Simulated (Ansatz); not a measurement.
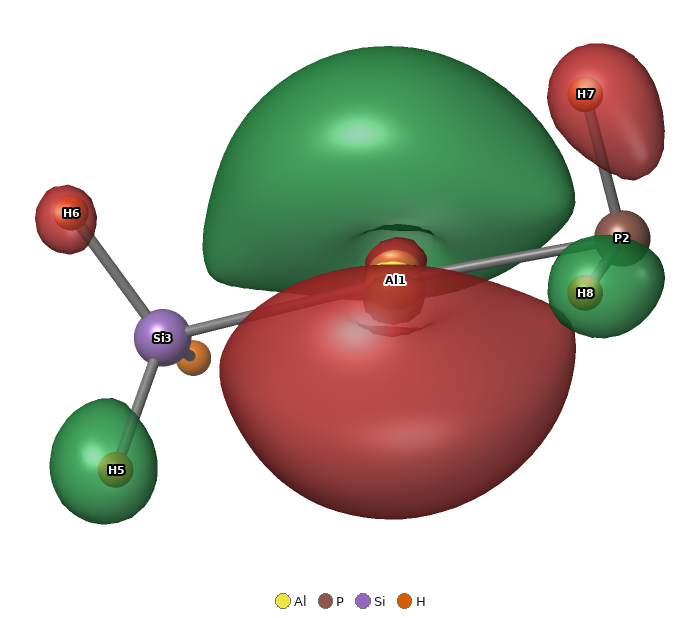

AlH5PSi (SMILES [SiH3][Al+][PH2]) (charge +1). The LUMO at ±0.1 Å⁻³ᐟ² (green and red are the two phases), seen at a tilt.

Geometry: PBE0-D3(BJ)/pcseg-1.

The calculation used isolated molecule in a Gaussian basis; Kohn-Sham density functional theory, functional PBE0 (Ansatz 0.2.0).

The calculation's input:

```
crystal:
  periodic: [false, false, false]
  atoms:
    - {symbol: Al, position_ang: [0.806024, 0.066562, 1.396645]}
    - {symbol: P, position_ang: [0.968161, 1.021741, 3.475515]}
    - {symbol: Si, position_ang: [0.687749, -1.196109, -0.724596]}
    - {symbol: H, position_ang: [1.473384, -2.433141, -0.476573]}
    - {symbol: H, position_ang: [-0.761902, -1.444821, -0.937737]}
    - {symbol: H, position_ang: [1.292314, -0.299908, -1.743727]}
    - {symbol: H, position_ang: [1.774238, 2.074379, 2.938297]}
    - {symbol: H, position_ang: [-0.273828, 1.700931, 3.269160]}
basis:
  gaussian: {orbitals: def2-TZVPD}
total_charge: 1
hamiltonian: {xc: pbe0}
output: {forces: true, orbitals: {seedname: orbitals}}
```

Launched as:

```sh
ansatz run input.yaml --threads 1 --pin off --max-ram 2610MiB --events-out events.jsonl --progress --plain --runs-dir runs
```

### What is the character of this orbital?

It lies mainly on Al1 (about 70 %) and P2 (about 10 %). Its energy is −7.29 eV.
